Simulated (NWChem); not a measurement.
**AlNH3 (SMILES [NH2][AlH]): UCCSD/def2-SVP (frozen virtual 1)**

Aim: the vertical ionisation energy of AlNH3 at UCCSD/def2-SVP (frozen virtual 1), from 2 runs. 

The results are computed with NWChem 7.3.0.

## (1) The system as given

The species is AlNH3 (5 atoms), meant as a doublet with charge 0. As SMILES, `[NH2][AlH]`. Geometry: relaxed at PBE0-D4/def2-TZVP. This is one conformer, not always the lowest.

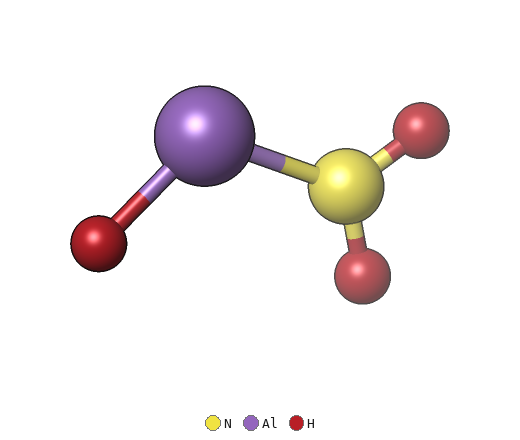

The structure, seen from a chosen angle (nitrogen yellow, aluminium purple, hydrogen red).

## (2) A single-point energy at UCCSD/def2-SVP (frozen virtual 1)

Input file alh3n.nw:

```
start alh3n
memory 2200 mb

geometry noautosym nocenter noautoz
  N     -0.116600    -0.660800     0.175100
  Al     0.836600     0.833900     0.120800
  H      0.148500    -1.505300     0.655500
  H     -1.010300    -0.782800    -0.277400
  H      0.191800     2.041400    -0.715400
end

basis spherical bse
  N library def2-SVP
  Al library def2-SVP
  H library def2-SVP
end

scf
  nopen 1
  uhf
  thresh 1e-08
  maxiter 80
  print low
end

tce
  scf
  ccsd
  freeze core 6 virtual 1
  maxiter 60
end

task tce energy
```

Launch:

```
nwchem alh3n.nw > alh3n.out
```

Standard output:

```text
[...]
  functions       =    47
[...]
  wavefunction    = UHF
[...]
         Total SCF energy =   -297.987350364930
      One electron energy =   -504.982303521341
      Two electron energy =    160.759857773384
 Nuclear repulsion energy =     46.235095383026
                       Sz =      0.5000
                 Sz(Sz+1) =      0.7500
                      S^2 =      0.7542
[...]
         Wavefunction type : Unrestricted Hartree-Fock
          No. of electrons :    23
[...]
         Spin multiplicity : doublet
[...]
 CCSD total energy / hartree       =      -298.227251463744551
[...]
```

It took 5.4 s on 1 thread of AMD EPYC 7R13 (Zen 3), shared host; peak memory 0.2 GiB.

## (3) The singlet cation

Input file calc.nw:

```
start calc
memory stack 880 mb heap 220 mb global 1100 mb
charge 1

geometry units angstrom noautosym nocenter noautoz
N       -0.116600      -0.660800       0.175100
Al       0.836600       0.833900       0.120800
H        0.148500      -1.505300       0.655500
H       -1.010300      -0.782800      -0.277400
H        0.191800       2.041400      -0.715400
end

basis spherical bse
N library def2-SVP
Al library def2-SVP
H library def2-SVP
end

scf
thresh 1e-08
maxiter 80
noprint "final vectors analysis"
end

ccsd
freeze core 6 virtual 1
maxiter 60
end

task ccsd energy
```

Launch:

```
nwchem calc.nw > calc.out
```

Standard output:

```text
[...]
  functions       =    47
[...]
  wavefunction    = RHF
[...]
         Total SCF energy =   -297.710930504929
      One-electron energy =   -498.874893651135
      Two-electron energy =    154.928867763180
 Nuclear repulsion energy =     46.235095383026
        Time for solution =      1.4s
[...]
 Total MP2 energy:           -297.929776658241735
[...]
             energy      energy      error      ampl     ampl      Block
                                                time     time      time
[...]
 Total CCSD energy:           -297.951007131318249
[...]
```

Run time: 8.4 s. Hardware: 1 thread of AMD EPYC 7R13 (Zen 3), shared host; peak memory 0.1 GiB.

## (4) Summary of results

Level: UCCSD/def2-SVP (frozen virtual 1), 6 core orbitals frozen.

```
                                                   quantity          value
                                doublet AlNH3: total energy  -298.22725 Eh
 doublet AlNH3: correlation energy (6 core orbitals frozen)     -239.9 mEh
           doublet AlNH3: ⟨S²⟩ of the reference determinant          0.754
                               singlet cation: total energy  -297.95101 Eh
singlet cation: correlation energy (6 core orbitals frozen)     -240.1 mEh
         vertical ionisation energy (to the singlet cation)       7.517 eV
```

In words: Removing an electron at fixed nuclei costs 7.52 eV (173 kcal/mol). Only the singlet of the ionised species was computed; a triplet could lie lower. Mulliken charges (singlet cation) run from -0.55 on N1 to +1.16 on Al2; they depend strongly on the basis.
